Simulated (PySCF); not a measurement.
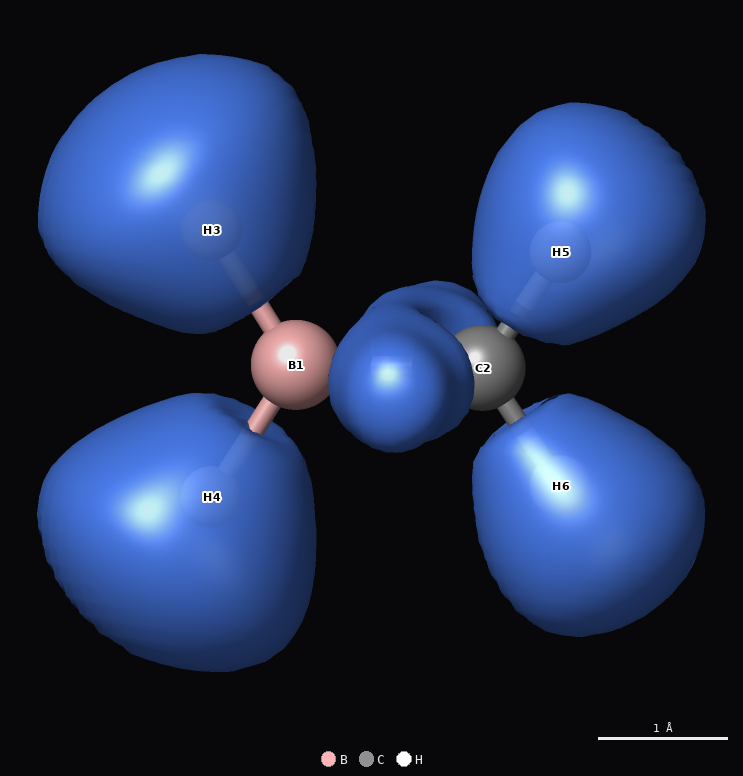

CH4B (SMILES B[CH2-]) (charge −1). Isosurface of the electron localisation function at 0.75 (blue), seen across its widest extent. Core shells and regions of very low density are left out.

Geometry: PBE0-D3(BJ)/ma-def2-SVP.

Method: DFT single point, gas phase, functional M06-2X (PySCF).

Input

```
{"job": {"kind": "sp", "xc": "M06-2X", "basis": "ma-def2-TZVP", "grid": 3}, "charge": -1, "multiplicity": 1}
B      0.860853     0.093797    -0.029982
C     -0.560179    -0.128543    -0.300320
H      1.623618    -0.826283     0.297125
H      1.382256     1.214792    -0.112889
H     -1.046434    -1.115844    -0.233466
H     -1.257782     0.673686    -0.592715
```

Launched as:

```sh
OMP_NUM_THREADS=1 python redox_run.py task.json out
```

Question: Where are the electrons localised?

Answer: At this value the surface marks out one region between bonded B–C atoms (shared pairs) and four regions around hydrogen nuclei.

Values along the shortest contacts:
C–B (1.46 Å): the ELF peaks at about 0.95 between the atoms (a covalent bond). C–H (1.10 Å): the ELF climbs to about 1 towards the hydrogen, as it does in any bond to H; a covalent bond by its length.
